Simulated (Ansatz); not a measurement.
The starting structures come from a database of crystals and need not be the phases stable at ambient conditions.

 Where the default PAW files enter, the runs use the earlier of Ansatz's two default sets.

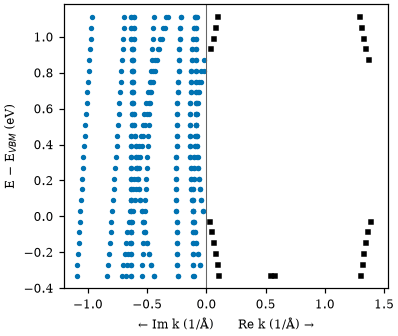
Fig. 1. Complex bands at the centre of the two-dimensional zone; r2SCAN (Ansatz, a first-principles code)

The gap is the functional's own, uncorrected, and κ follows it; spin-orbit coupling is left out. Mid-gap values are interpolated between the computed energies.

**Question.** This is TePb2Se (R-3m, not sure to be the ambient phase, 4 atoms a cell, 31.2 Å³ an atom) along the normal of (110). Read off the slowest decay at the centre of the two-dimensional zone at 0.39 eV, the computed energy nearest the middle of the gap.

**Answer.** κ ≈ 0.08 1/Å, a decay length 1/(2κ) of the density of 6.3 Å.
